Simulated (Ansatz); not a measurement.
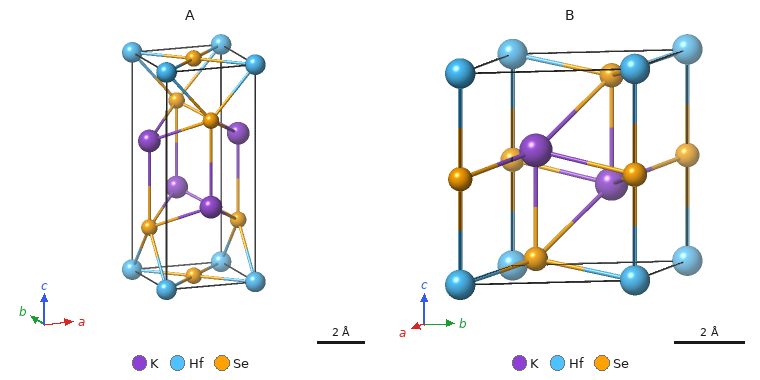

Two structures of K₂HfSe₃, each relaxed to rest (conventional cells in solid outline, small ones repeated, not to one scale). Method: Ansatz 0.2.0, DFT PBE, scalar-relativistic, plane waves, PAW, without spin polarisation.

> Name structures A and B.

A: 6 atoms a cell on a primitive tetragonal lattice, P-4m2. B: 6 atoms a cell on a primitive hexagonal lattice, P-3m1.

> Which structure is more stable?

B is lower, by 96 meV/atom at this level of theory (energies at zero smearing). Volumes: A 26.2, B 24.0 Å³/atom.

One or both may be structure types tried for this composition rather than known phases.
